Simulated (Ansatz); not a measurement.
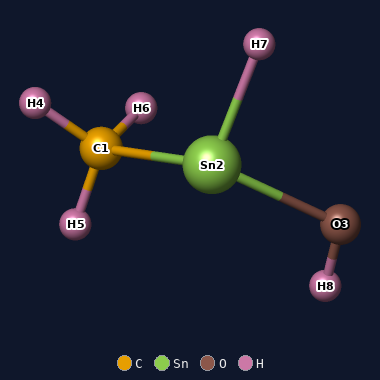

The system is CH₅OSn, SMILES [CH3][SnH][OH], spin multiplicity 2; the picture shows the reference structure. First axis: angle C1–Sn2–O3. Second axis: dihedral C1–Sn2–O3–H8. Nothing is relaxed (all other coordinates rigid). The grid has 9 × 10 points. Points are written as (first, second). Energies are in kJ/mol, from the lowest grid point. Theory: UKS PBE-D4/def2-TZVP (Ansatz).

Its coordinates:

| atom | x (Å) | y (Å) | z (Å) |
| --- | --- | --- | --- |
| C | -0.8033 | 0.9133 | -0.0902 |
| Sn | 1.1690 | 0.0008 | 0.2274 |
| O | 0.8395 | -1.9774 | 0.4259 |
| H | -0.6743 | 1.9599 | -0.3921 |
| H | -1.3965 | 0.8620 | 0.8298 |
| H | -1.2946 | 0.3445 | -0.8911 |
| H | 2.0974 | -0.0026 | -1.2586 |
| H | 0.1550 | -2.1577 | 1.0930 |

Range: angle C1–Sn2–O3 from 71.0 to 141.0°; dihedral C1–Sn2–O3–H8 from −180 to 144°.

What landscape does the calculation give?

The lowest grid point is at (106.0°, −36°); the map holds 2 wells of about this depth. The highest grid point, (71.0°, 36°), lies 109.6 kJ/mol above the lowest. On the interpolated surface the easiest way out of the lowest well to a well of about the same depth near (106.0°, 144°) passes a barrier of about 6.2 kJ/mol, counted from the interpolated bottom of the well. Round the minimum the two coordinates are weakly coupled (coupling 0.11 in units of the two stiffnesses).

```tsv
dihedral C1–Sn2–O3–H8 ↓, angle C1–Sn2–O3 →	71.0	79.7	88.5	97.2	106.0	114.7	123.5	132.2	141.0
144	58.3	24.9	7.5	0.3	0.3	6.2	17.2	32.8	52.5
108	73.2	37.9	17.9	8.1	5.7	9.3	18.2	31.5	49.0
72	95.4	55.4	31.5	18.9	14.2	16.1	23.5	35.7	52.3
36	109.6	59.3	32.2	18.8	14.3	16.6	24.6	37.5	55.2
0	98.5	47.6	21.5	9.4	6.1	9.5	18.5	32.3	50.8
−36	82.5	38.4	14.5	3.1	0.0	3.2	12.0	25.4	43.3
−72	78.7	38.8	15.8	4.1	0.4	3.0	11.1	23.9	41.2
−108	80.6	41.5	19.0	7.8	4.6	7.8	16.6	30.2	48.3
−144	70.8	34.3	14.8	6.2	5.3	10.6	21.5	37.1	57.4
−180	57.7	24.3	7.4	0.8	1.5	8.3	20.4	37.2	58.5
```

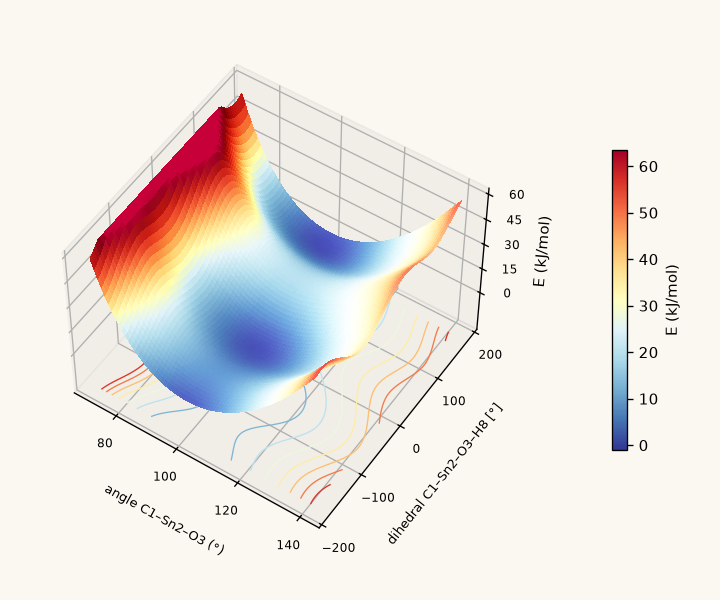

In the figure: a relief with its contours projected below, any walls above the top of the colour scale cut off. Between grid points the surface is interpolated.

The whole map (90 points run) took 9.7 min on 1 thread of Arm Neoverse V2, on a shared host.
